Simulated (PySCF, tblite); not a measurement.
**C₇H₉NSi: geometry, infrared bands and NMR shifts**

Aim: predict the infrared bands and NMR shifts of C₇H₉NSi (`C=C1[SiH2][C@H]1n1cccc1`).

Programs: tblite 0.8.0 and PySCF 2.14.0, with density-fitted response routines of our own. Each step states its level of theory. These are calculated values for one molecule in the gas phase, unless marked as measured. Atoms count from 0, in the outputs and in this text.

## (1) Starting geometry

18 atoms, charge 0, multiplicity 1; geometry from: force field or distance geometry start.

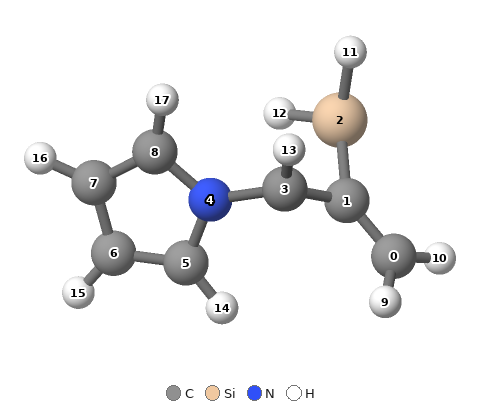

As it starts; carbon grey, silicon light orange, nitrogen blue, hydrogen white, atoms numbered.

## (2) Optimising the geometry with GFN2-xTB

The job: settings as JSON, then the geometry in Å.

```
{"job": {"kind": "relax", "xc": "GFN2-xTB", "basis": "xTB"}, "charge": 0, "multiplicity": 1}
C      2.751100    -0.919400    -0.699800
C      1.914200    -0.076000    -0.079300
Si     1.776500     1.614400     0.065600
C      0.819800    -0.354800     0.767100
N     -0.580100    -0.243600     0.305800
C     -1.087200    -0.889800    -0.795800
C     -2.427100    -0.591200    -0.864900
C     -2.733700     0.227000     0.260900
C     -1.570600     0.398900     0.975500
H      2.610000    -1.993000    -0.601000
H      3.557900    -0.571600    -1.324400
H      2.042300     2.229400     1.386600
H      0.623800     2.261700    -0.628400
H      0.958000    -0.207700     1.838200
H     -0.452900    -1.485100    -1.426000
H     -3.116100    -0.943300    -1.609500
H     -3.710900     0.622500     0.522100
H     -1.383700     0.928000     1.895700
```

Started as:

```bash
> OMP_NUM_THREADS=1 python probes_run.py task.json out
```

The driver reads the jobs from task.json and runs them one after another.

The program printed:

```text
step      E/eV     max force
  0    -655.11523    7.179
  1    -655.50502    6.621
  2    -655.70169    2.267
  3    -655.77390    0.883
  4    -655.80840    0.814
  5    -655.85457    1.039
  6    -655.94737    1.411
  7    -655.92010    1.693
  8    -656.05868    1.448
  9    -656.12698    1.401
 10    -655.91809    6.025
 11    -656.27539    1.010
 12    -656.31869    0.680
 13    -656.35697    1.300
 14    -656.38296    0.516
 15    -656.40569    0.313
 16    -656.43909    0.380
 17    -656.44946    0.364
 18    -656.47055    0.308
 19    -656.48491    0.326
 20    -656.49918    0.295
 21    -656.50811    0.268
 22    -656.51622    0.186
 23    -656.52169    0.141
 24    -656.52587    0.183
 25    -656.52961    0.156
 26    -656.53301    0.136
 27    -656.53592    0.129
 28    -656.53878    0.154
 29    -656.54217    0.180
 30    -656.54653    0.176
 31    -656.55199    0.213
 32    -656.55796    0.210
 33    -656.56333    0.208
 34    -656.56770    0.163
 35    -656.57133    0.157
 36    -656.57470    0.186
 37    -656.57797    0.133
 38    -656.58055    0.091
 39    -656.58226    0.093
 40    -656.58357    0.137
 41    -656.58497    0.134
 42    -656.58659    0.083
 43    -656.58803    0.081
 44    -656.58900    0.064
 45    -656.58974    0.065
 46    -656.59059    0.063
 47    -656.59157    0.058
 48    -656.59246    0.058
 49    -656.59314    0.057
 50    -656.59381    0.066
 51    -656.59467    0.076
 52    -656.59572    0.074
 53    -656.59684    0.070
 54    -656.59790    0.074
 55    -656.59897    0.085
 56    -656.60008    0.080
 57    -656.60108    0.066
 58    -656.60186    0.061
 59    -656.60253    0.061
 60    -656.60313    0.059
 61    -656.60377    0.055
 62    -656.60453    0.059
 63    -656.60548    0.075
 64    -656.60664    0.074
 65    -656.60770    0.064
 66    -656.60832    0.055
 67    -656.60869    0.053
 68    -656.60902    0.043
 69    -656.60936    0.040
 70    -656.60971    0.054
 71    -656.60999    0.057
 72    -656.61021    0.058
 73    -656.61043    0.047
 74    -656.61070    0.037
 75    -656.61099    0.055
 76    -656.61126    0.042
 77    -656.61147    0.035
 78    -656.61163    0.030
 79    -656.61177    0.029
 80    -656.61192    0.031
 81    -656.61207    0.035
 82    -656.61220    0.030
 83    -656.61233    0.031
 84    -656.61247    0.029
 85    -656.61264    0.026
 86    -656.61282    0.033
 87    -656.61300    0.033
 88    -656.61321    0.041
 89    -656.61352    0.051
 90    -656.61390    0.056
 91    -656.61430    0.057
 92    -656.61470    0.050
 93    -656.61510    0.056
 94    -656.61555    0.050
 95    -656.61605    0.048
 96    -656.61659    0.080
 97    -656.61713    0.099
 98    -656.61777    0.085
 99    -656.61851    0.056
100    -656.61942    0.053
101    -656.61999    0.042
102    -656.62027    0.040
103    -656.62055    0.046
104    -656.62091    0.045
105    -656.62153    0.053
106    -656.62218    0.055
107    -656.62279    0.067
108    -656.62326    0.058
109    -656.62383    0.061
110    -656.62440    0.057
111    -656.62495    0.052
112    -656.62557    0.051
113    -656.62626    0.073
114    -656.62726    0.087
115    -656.62851    0.091
116    -656.62968    0.078
117    -656.63059    0.100
118    -656.63155    0.086
119    -656.63259    0.066
120    -656.63395    0.075
121    -656.63592    0.089
122    -656.63744    0.083
123    -656.63900    0.084
124    -656.64018    0.080
125    -656.64116    0.084
126    -656.64245    0.141
127    -656.64442    0.107
128    -656.64681    0.200
129    -656.64783    0.095
130    -656.64860    0.070
131    -656.64929    0.066
132    -656.64956    0.038
133    -656.64984    0.035
134    -656.65002    0.036
135    -656.65013    0.027
136    -656.65022    0.033
137    -656.65029    0.037
138    -656.65035    0.020
139    -656.65041    0.020
140    -656.65048    0.018
141    -656.65058    0.027
142    -656.65071    0.035
143    -656.65085    0.034
144    -656.65096    0.025
145    -656.65104    0.023
146    -656.65110    0.016
147    -656.65115    0.015
148    -656.65118    0.012
149    -656.65120    0.010
150    -656.65122    0.010
```

Wall time 1.2 s (1 thread of Arm Neoverse V1, shared host); peak memory 0.18 GiB.

Relaxation path: (not every step is listed) (the energy doesn't fall at every step)

| step | energy from step 0 (eV) | largest force (eV/Å) |
| --- | --- | --- |
| 0 | 0.0000 | 7.1789 |
| 1 | -0.3898 | 6.6211 |
| 2 | -0.5865 | 2.2666 |
| 3 | -0.6587 | 0.8827 |
| 4 | -0.6932 | 0.8142 |
| 5 | -0.7393 | 1.0389 |
| 6 | -0.8321 | 1.4114 |
| 7 | -0.8049 | 1.6933 |
| 8 | -0.9434 | 1.4479 |
| 21 | -1.3929 | 0.2677 |
| 34 | -1.4525 | 0.1635 |
| 47 | -1.4763 | 0.0577 |
| 60 | -1.4879 | 0.0592 |
| 73 | -1.4952 | 0.0471 |
| 86 | -1.4976 | 0.0328 |
| 99 | -1.5033 | 0.0559 |
| 112 | -1.5103 | 0.0510 |
| 125 | -1.5259 | 0.0840 |
| 138 | -1.5351 | 0.0202 |
| 145 | -1.5358 | 0.0234 |
| 146 | -1.5359 | 0.0158 |
| 147 | -1.5359 | 0.0152 |
| 148 | -1.5359 | 0.0117 |
| 149 | -1.5360 | 0.0104 |
| 150 | -1.5360 | 0.0098 |

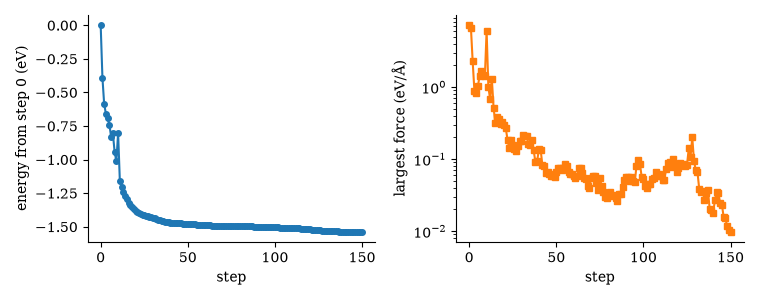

Energy and force, step by step.

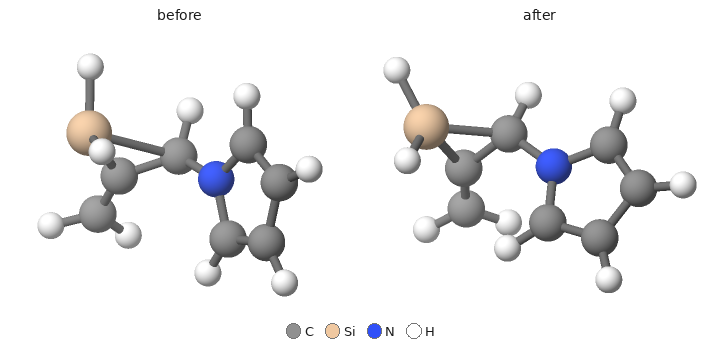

Before and after, at one scale.

Distances of close pairs at the start and the end, largest changes first:

| bond | before (Å) | after (Å) | change (Å) |
| --- | --- | --- | --- |
| Si2–C3 | 2.299 | 1.928 | -0.371 |
| C1–Si2 | 1.702 | 1.858 | +0.155 |
| C1–C3 | 1.411 | 1.508 | +0.096 |
| C3–N4 | 1.478 | 1.419 | -0.059 |
| Si2–H12 | 1.493 | 1.450 | -0.043 |
| Si2–H11 | 1.481 | 1.451 | -0.030 |
| C0–C1 | 1.340 | 1.315 | -0.025 |
| C6–C7 | 1.425 | 1.407 | -0.018 |

The final coordinates are the input of the step that follows.

## (3) Harmonic vibrations with GFN2-xTB

The job: settings as JSON, then the geometry in Å.

```
{"job": {"kind": "ir", "xc": "GFN2-xTB", "basis": "xTB"}, "charge": 0, "multiplicity": 1}
C      2.353988    -1.245129    -0.439898
C      1.915382    -0.085842     0.000141
Si     1.810128     1.768723     0.003186
C      0.724146     0.385705     0.794834
N     -0.574937     0.021260     0.354001
C     -0.945006    -0.189344    -0.935450
C     -2.286562    -0.464363    -0.967832
C     -2.749779    -0.408776     0.359342
C     -1.671085    -0.102902     1.146244
H      1.863817    -2.174974    -0.184904
H      3.229720    -1.324750    -1.064988
H      2.652416     2.526244     0.909637
H      1.308989     2.426043    -1.188454
H      0.814062     0.246146     1.869854
H     -0.226699    -0.142283    -1.730571
H     -2.868282    -0.682345    -1.842211
H     -3.753831    -0.577270     0.696285
H     -1.605226     0.030175     2.209125
```

The program printed:

```text
mode    cm-1     km/mol
  1      40.2      0.08
  2      80.0      0.56
  3     131.3      0.72
  4     196.2      2.51
  5     243.5      2.82
  6     301.5      2.69
  7     393.1      2.92
  8     425.3     30.86
  9     503.1     50.26
 10     533.7    151.53
 11     569.1      3.78
 12     581.0      0.15
 13     593.5      2.49
 14     653.9     31.10
 15     706.2     19.81
 16     740.9    175.55
 17     753.3      1.84
 18     764.5      5.31
 19     769.4     37.84
 20     810.3      2.76
 21     832.1      0.04
 22     840.3      0.69
 23     903.3     17.80
 24     915.7     30.42
 25     972.9      5.91
 26    1000.4     21.91
 27    1073.9     27.57
 28    1083.6      9.33
 29    1098.4     12.53
 30    1110.2      1.03
 31    1189.7      2.35
 32    1247.5      4.21
 33    1334.7     10.33
 34    1412.2      0.92
 35    1416.9      8.43
 36    1422.4      0.47
 37    1489.4    118.29
 38    1543.7      1.84
 39    1754.3      4.98
 40    2366.2    225.44
 41    2374.6    327.49
 42    2983.2     25.48
 43    3044.2     32.62
 44    3082.4     38.31
 45    3146.2     10.08
 46    3151.1     23.71
 47    3160.0     79.61
 48    3169.5     33.48
```

Run time: 0.73 s. Hardware: 1 thread of Arm Neoverse V1, shared host; peak memory 0.18 GiB.

The strongest bands and the atoms that carry them (share of the mass-weighted mode):

| cm⁻¹ | km/mol | atoms |
| --- | --- | --- |
| 503 | 50.3 | C1 39 %, H12 17 %, H11 13 % |
| 534 | 151.5 | H12 45 %, H11 44 % |
| 741 | 175.6 | Si2 26 %, H11 23 %, H12 22 % |
| 1489 | 118.3 | N4 30 %, C8 23 %, C5 22 % |
| 2366 | 225.4 | H11 92 % |
| 2375 | 327.5 | H12 92 % |
| 3082 | 38.3 | H10 89 % |
| 3160 | 79.6 | H14 37 %, H16 35 %, H15 10 % |

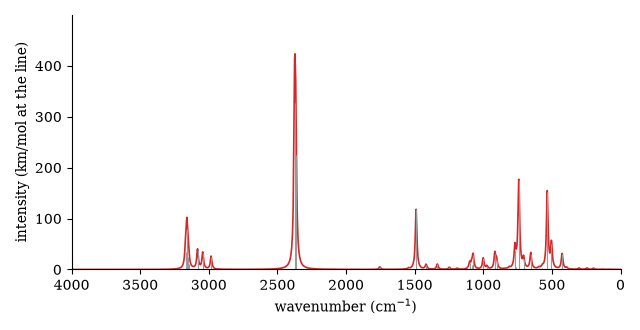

The infrared spectrum from these modes, unscaled. Lines are broadened to a width of 14 cm⁻¹ (Lorentzian).

## (4) Nuclear shieldings: PBE0/pcSseg-1

Same as in step 3 but for these lines:

```diff
@@ -1,2 +1,2 @@
-{"job": {"kind": "ir", "xc": "GFN2-xTB", "basis": "xTB"}, "charge": 0, "multiplicity": 1}
+{"job": {"kind": "nmr", "xc": "PBE0", "basis": "pcSseg-1"}, "charge": 0, "multiplicity": 1}
 C      2.353988    -1.245129    -0.439898
```

Method: GIAO PBE0/pcSseg-1 NMR shielding, non-relativistic, gas phase.

The program printed:

```text
coarse grid: 15872 points
cycle   1  E = -615.6190831742  dE =  1.703e+00  |g| = 4.996e-01  |ddm| = 4.120e+00
cycle   2  E = -615.5644438262  dE =  5.464e-02  |g| = 6.869e-01  |ddm| = 1.277e+00
cycle   3  E = -615.6869759898  dE = -1.225e-01  |g| = 1.052e-01  |ddm| = 7.692e-01
cycle   4  E = -615.6890857028  dE = -2.110e-03  |g| = 5.052e-02  |ddm| = 1.515e-01
cycle   5  E = -615.6896963931  dE = -6.107e-04  |g| = 1.421e-02  |ddm| = 6.672e-02
cycle   6  E = -615.6897432176  dE = -4.682e-05  |g| = 4.507e-03  |ddm| = 1.742e-02
cycle   7  E = -615.6897479942  dE = -4.777e-06  |g| = 1.235e-03  |ddm| = 5.158e-03
final grid: 149728 points
cycle   8  E = -615.7414711235  dE = -3.860e-05  |g| = 8.350e-03  |ddm| = 4.358e-02
cycle   9  E = -615.7414593266  dE =  1.180e-05  |g| = 1.070e-02  |ddm| = 2.073e-02
cycle  10  E = -615.7414898067  dE = -3.048e-05  |g| = 1.460e-03  |ddm| = 1.239e-02
cycle  11  E = -615.7414902609  dE = -4.542e-07  |g| = 4.410e-04  |ddm| = 1.635e-03
cycle  12  E = -615.7414903031  dE = -4.222e-08  |g| = 1.257e-04  |ddm| = 4.966e-04
cycle  13  E = -615.7414903067  dE = -3.641e-09  |g| = 5.118e-05  |ddm| = 1.705e-04
cycle  14  E = -615.7414903073  dE = -6.130e-10  |g| = 1.731e-05  |ddm| = 5.942e-05
converged SCF energy = -615.7414903073

GIAO shielding tensors (ppm)
atom      isotropic    diamagn.    paramagn.     s11        s22        s33       span
  0 C       45.678     254.443    -208.765    -71.802     43.905    164.930    236.732
  1 C       41.796     263.169    -221.372    -48.889    -18.658    192.936    241.825
  2 Si     485.060     881.485    -396.425    387.170    425.538    642.473    255.304
  3 C      150.798     245.909     -95.111    119.145    124.531    208.719     89.575
  4 N       79.384     329.241    -249.857    -10.746     74.528    174.369    185.115
  5 C       68.937     253.708    -184.771     -5.966     67.998    144.779    150.745
  6 C       72.172     256.944    -184.772     -8.176     60.809    163.883    172.059
  7 C       73.361     258.570    -185.210     -6.105     62.121    164.066    170.171
  8 C       62.735     250.021    -187.286    -11.063     71.271    127.998    139.061
  9 H       24.586      31.780      -7.194     20.642     23.609     29.508      8.866
 10 H       24.702      27.559      -2.856     21.834     23.801     28.472      6.638
 11 H       28.089      29.664      -1.576     23.564     25.143     35.559     11.994
 12 H       28.283      30.542      -2.259     23.506     27.152     34.191     10.685
 13 H       27.647      31.315      -3.668     21.643     27.677     33.620     11.977
 14 H       25.433      34.197      -8.764     21.048     25.083     30.169      9.120
 15 H       25.379      32.440      -7.061     22.847     25.678     27.613      4.766
 16 H       25.407      31.698      -6.291     22.998     25.544     27.679      4.681
 17 H       24.946      31.476      -6.530     22.005     25.352     27.480      5.475
```

It took 34 s on 1 thread of Arm Neoverse V1, shared host; peak memory 0.92 GiB.

Shifts follow as δ = σ(reference) − σ, with reference shieldings (ppm) from runs at the same level and on the same kind of geometry: 1H TMS 31.72, 13C TMS 186.9, 29Si TMS 349.2, 15N NH3 267.7. The references are single molecules in the gas phase, so shifts against H2O, NH3, PH3, H3PO4 or CFCl3 are not on the usual liquid scales and can be off by tens of ppm. Atoms listed in one row are averaged.

| atoms | environment | σ (ppm) | δ (ppm) | δ scaled to CDCl3 |
| --- | --- | --- | --- | --- |
| C1 | fully substituted alkene carbon | 41.8 | 145.1 | 139.7 |
| C0 | terminal =CH2 carbon | 45.7 | 141.2 | 135.9 |
| C5, C8 | aromatic CH next to a ring nitrogen | 65.8 | 121.1 | 116.3 |
| C6, C7 | aromatic CH | 72.8 | 114.2 | 109.5 |
| C3 | three-membered-ring carbon | 150.8 | 36.1 | 33.3 |
| H9 | hydrogen on a terminal =CH2 carbon | 24.59 | 7.13 | 6.83 |
| H10 | hydrogen on a terminal =CH2 carbon | 24.70 | 7.01 | 6.72 |
| H14, H17 | hydrogen on an aromatic CH next to a ring nitrogen | 25.19 | 6.53 | 6.26 |
| H15, H16 | hydrogen on an aromatic CH | 25.39 | 6.32 | 6.07 |
| H13 | hydrogen on a three-membered-ring carbon | 27.65 | 4.07 | 3.94 |
| H11 | hydrogen on a silicon bonded to 2 C, in a 3-membered ring | 28.09 | 3.63 | – |
| H12 | hydrogen on a silicon bonded to 2 C, in a 3-membered ring | 28.28 | 3.43 | – |
| Si2 | silicon bonded to 2 C, 2 H, in a 3-membered ring | 485.1 | -135.9 | – |
| N4 | pyrrole-type ring nitrogen | 79.4 | 188.3 | – |

The scaled column applies a straight-line fit of computed shieldings to shifts measured in CDCl3 (root-mean-square error 0.16 ppm for H, 1.9 ppm for C).

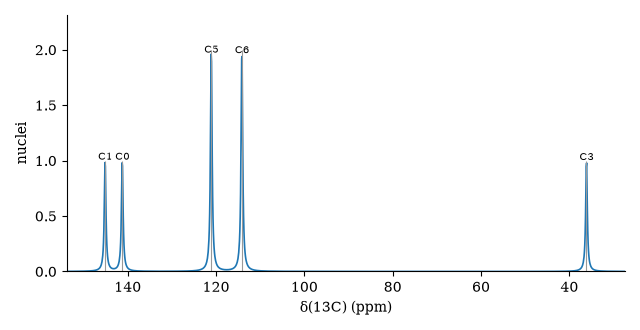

13C lines at the computed shifts, without couplings. Lines are broadened to a width of 0.44 ppm (Lorentzian).

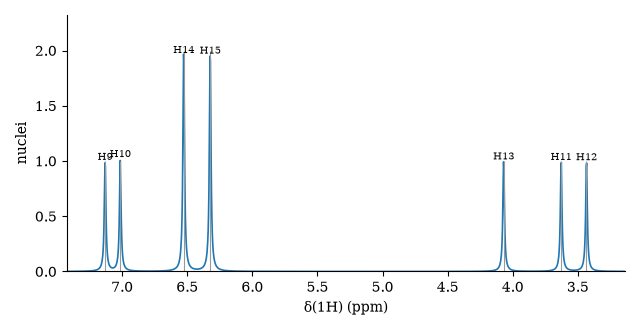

1H lines at the computed shifts, without couplings. Lines are broadened to a width of 0.01 ppm (Lorentzian).

Charges from the same density, by scheme (e):

| atoms | Mulliken | IAO | Hirshfeld | ESP fit |
| --- | --- | --- | --- | --- |
| C0 | -0.04 | -0.27 | -0.07 | -0.40 |
| C1 | -0.44 | -0.25 | -0.10 | -0.01 |
| Si2 | 0.56 | 0.62 | 0.31 | 0.20 |
| C3 | -0.09 | -0.26 | -0.06 | -0.43 |
| N4 | -0.56 | -0.04 | 0.00 | 0.45 |
| C5, C8 | 0.15 | -0.13 | -0.04 | -0.33 |
| C6, C7 | -0.17 | -0.22 | -0.10 | -0.25 |

IAO charges:

C0 -0.27; C1 -0.25; Si2 0.62; C3 -0.26; N4 -0.04; C5 -0.14; C6 -0.22; C7 -0.23; C8 -0.13; H9 0.16; H10 0.16; H11 -0.10; H12 -0.09; H13 0.17; H14 0.16; H15 0.15; H16 0.15; H17 0.15

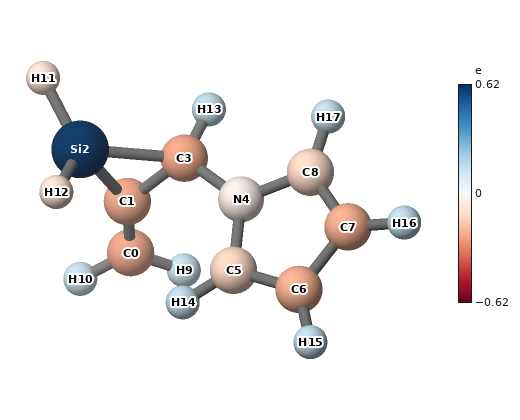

IAO charges, as colours on the atoms.

Mayer bond orders: C0–C1 1.95, C1–Si2 0.92, Si2–C3 0.89, C3–N4 0.91, N4–C5 1.14, C5–C6 1.51, C6–C7 1.36, C7–C8 1.49, C3–C1 0.86, C8–N4 1.15.

Ring of atoms C1, Si2, C3: NICS(0) -12.9, NICS(1) -6.1, NICS(1)zz -12.7 ppm (means of both faces).

In rings of three or four atoms NICS is ruled by the nearby σ bonds, so it says little on aromaticity.

Ring of atoms N4, C5, C6, C7, C8: NICS(0) -13.6, NICS(1) -10.7, NICS(1)zz -28.5 ppm (means of both faces).

## (5) Summary of results

| quantity | value |
| --- | --- |
| strongest single infrared mode (GFN2-xTB) | 2375 cm⁻¹, 327 km/mol |
| zero-point energy (GFN2-xTB) | 84.2 kcal/mol |
| 13C shifts against TMS (PBE0/pcSseg-1, means over atoms taken as alike) | 145.1, 141.2, 121.1, 114.2, 36.1 ppm |
| 1H shifts against TMS (PBE0/pcSseg-1, means over atoms taken as alike) | 7.13, 7.01, 6.53, 6.32, 4.07, 3.63, 3.43 ppm |
| 29Si shifts against TMS (PBE0/pcSseg-1) | -135.9 ppm |
| 15N shifts against NH3 (PBE0/pcSseg-1) | 188.3 ppm |

**Reading.** The optimisation took 150 steps and gained 1.536 eV; among the close pairs (by a distance rule), Si2–C3 changed most, from 2.299 to 1.928 Å. All 48 modes are real, so the xTB geometry is a minimum. The strongest single mode, at 2375 cm⁻¹, moves mainly H12. Unscaled tight-binding wavenumbers are off by several per cent, some by more. Its intensities can rank the bands wrongly. At PBE0/pcSseg-1: Shielding is most anisotropic at Si2 (span 255 ppm, paramagnetic term -396 ppm). NICS(1)zz of -29 ppm above the planar ring from N4 marks a diatropic (aromatic) ring current.
